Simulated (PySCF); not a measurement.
SMILES Cl[SiH](Cl)C#C[Si](Cl)(Cl)Cl (C2HCl5Si2) at its B3LYP/def2-SVP optimised geometry (Å):

```
10

Si    -0.7928     1.9556     0.0243
Cl    -0.0855     2.9197    -1.6558
Cl    -2.8549     1.9509     0.0253
C     -0.2037     0.2210    -0.0027
C      0.2007    -0.9346     0.0000
Si     0.8015    -2.6536     0.0000
Cl     2.8549    -2.6536     0.0000
Cl     0.1141    -3.6137     1.6800
Cl     0.1115    -3.6176    -1.6756
H     -0.3048     2.6536     1.2298
```

Computed with B3LYP/def2-TZVP (PySCF). Cells within 0.4 Å of a nucleus heavier than hydrogen are left out (blank, or x).

Map of the HOMO amplitude (bohr^(-3/2)) on the plane z = 0.0 Å; orbital energy -8.76 eV, overall sign arbitrary:

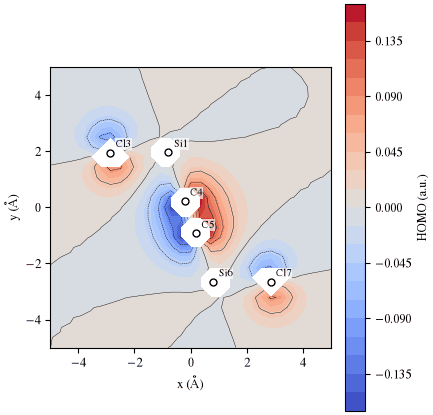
HOMO amplitude (bohr^(-3/2)) on the plane z = 0.0 Å.
